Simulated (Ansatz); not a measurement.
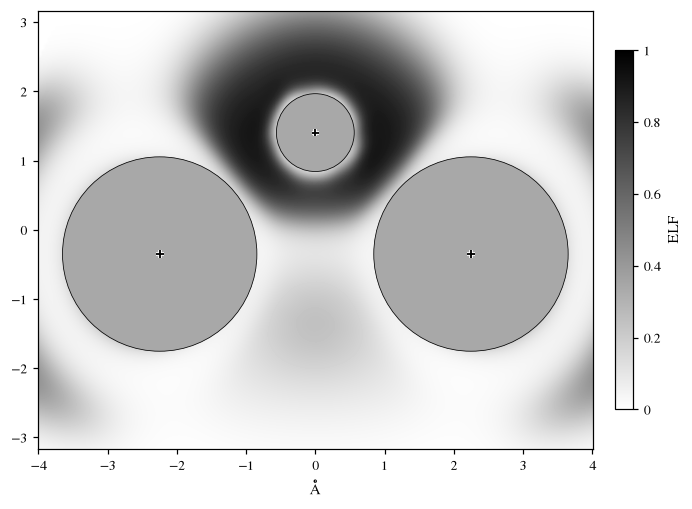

The electron localisation function on a plane through atoms (crosses mark nuclei in the plane; grey discs cover the cores).

Level of theory: Ansatz, UKS PBE0-D4/def2-TZVP.

Candidates:
A. S$_{3}$Sr$_{2}$ (quintet)
B. Li$_{2}$O (triplet)
C. F$_{2}$Ge (quintet)

Q: Which system is this?

A: Candidate A: S$_{3}$Sr$_{2}$ on the plane of atoms Sr1, S3 and Sr2, which holds Sr and S. Sr–S (2.85 Å): the ELF peaks at about 0.85 in the valence shell of S, 0.9 Å from its nucleus, and is about 0.20 at the midpoint; an ionic contact with no shared pair.
